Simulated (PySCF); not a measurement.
# TlCl: from the state search to spectroscopic constants

What are the lowest state that PBE0 finds, the bond length, vibrational wavenumber and bond energy of TlCl, and how much do these hang on the method?

Program: PySCF 2.14.0. Level of theory: Tl def2-SVPD with ECP60, Cl def2-SVPD, scalar-relativistic core potentials. These are calculated values, not measurements.

## 1. Input

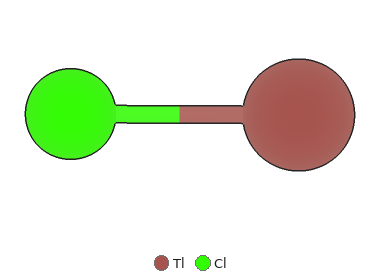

The two atoms at the starting distance (thallium brown, chlorine green).

Settings of the job:

- atoms: Tl, Cl
- charge: 0
- basis: Tl def2-SVPD with ECP60, Cl def2-SVPD
- Hamiltonian: scalar-relativistic core potentials
- basis functions: 59
- electrons treated: 38
- masses in u: 204.9744, 34.9689
- levels: PBE0, PBE, r²SCAN, PW91, M06, MN15, HF, MP2, SCS-MP2, CCSD, CCSD(T)
- grid: 80 radial by 434 angular points
- occupations: held fixed by the projection of orbital angular momentum
- dissociation limit: Tl + Cl, each in its ground configuration
- starting distance in angstrom: 2.400
- values of 2S to try: 0, 2

Further steps of the session: First curve: PBE0; Other states along the same grid; PBE; r²SCAN (meta-GGA); PW91 (GGA); M06 (hybrid meta-GGA); MN15; RHF (mean field); MP2 and coupled cluster.

**Question.** What will these runs give? Wanted: for each run, Re; ωe; De; μ.

The runs gave:

Lowest PBE0 solution found, without spin–orbit coupling: ¹Σ⁺ (singlet), closed shell. State 2 has its PBE0 minimum 4.15 eV higher. The other levels ran on the lowest alone.

| level | Re (Å) | ωe (cm⁻¹) | De (eV) | μ (D) |
| --- | --- | --- | --- | --- |
| RHF | 2.585 | 265.0 | 3.24 | -5.61 |
| RHF-MP2 | 2.565 | 275.6 | 4.36 | n/a |
| RHF-SCS-MP2 | 2.576 | 271.2 | 4.24 | n/a |
| RHF-CCSD | 2.575 | 271.6 | 4.09 | n/a |
| RHF-CCSD(T) | 2.577 | 271.6 | 4.18 | n/a |
| PBE | 2.570 | 270.3 | 4.57 | -4.88 |
| PW91 | 2.569 | 271.1 | 4.62 | -4.90 |
| r²SCAN | 2.553 | 279.4 | 4.53 | -4.90 |
| PBE0 | 2.552 | 277.8 | 4.43 | -5.04 |
| M06 | 2.564 | 275.0 | 4.70 | -5.21 |
| MN15 | 2.538 | 282.2 | 4.43 | -5.00 |

De is counted to Tl + Cl in their ground configurations. A positive dipole means Tl(−)Cl(+).

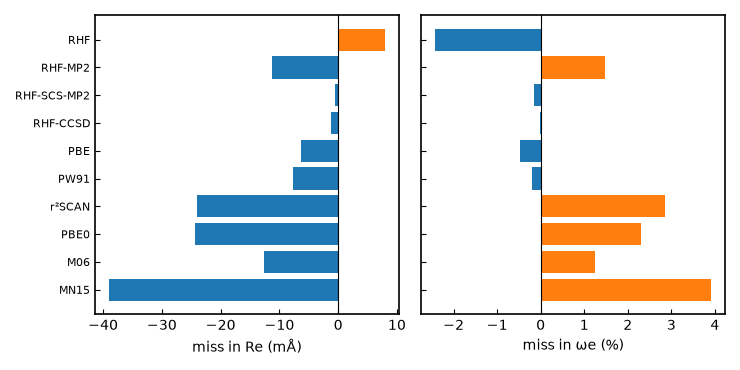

How far each level lies from CCSD(T) in the same basis.

What this shows: Against CCSD(T) in the same basis, the bond length is nearest at RHF-SCS-MP2 (0 mÅ) and farthest at MN15 (-39 mÅ); the wavenumber is nearest at RHF-CCSD (0.0 %) and farthest at MN15 (+3.9 %). CCSD(T) in a basis this small is itself some way from its limit, more so than the functionals. Of the levels with a De here, RHF gives the least (3.24 eV) and M06 the most (4.70 eV).

Correlated steps freeze 9 core orbitals. Spin–orbit coupling is left out, which matters for elements this heavy, above all for dissociation energies.
